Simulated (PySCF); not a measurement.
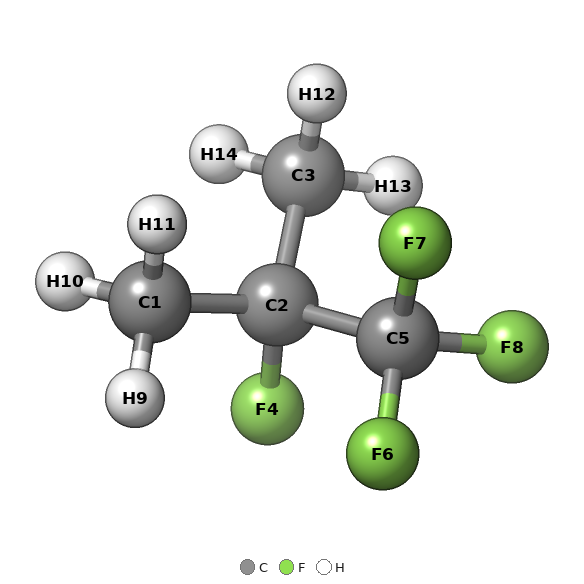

Computed geometry: GFN2-xTB optimisation. No frequency run is at hand to confirm it as a minimum. Properties computed with B3LYP/pcJ-1 indirect spin-spin coupling, non-relativistic, gas phase (PySCF 2.14.0). Isotopes: 13C, 19F, 1H.

Give the spin–spin coupling constants of these pairs, with the number of bonds between them: C2/F4, C1/F4, C2/F8, C2/F6, C3/F4, F7/F8, C1/F8, C1/F6, C1/F7, C3/F7, C3/F8, F4/H11, F4/F6, F4/H13.

```csv
pair,bonds apart,J (Hz)
"C2, F4",1,−239.5
"C1, F4",2,22.4
"C2, F8",2,27.3
"C2, F6",2,27.3
"C3, F4",2,22.4
"F7, F8",2,76.7
"C1, F8",3,2.4
"C1, F6",3,1.4
"C1, F7",3,−0.5
"C3, F7",3,−0.6
"C3, F8",3,1.3
"F4, H11",3,45.6
"F4, F6",3,−17.3
"F4, H13",3,8.5
```

Density functionals are unreliable for couplings to fluorine, so those rows may be far off.
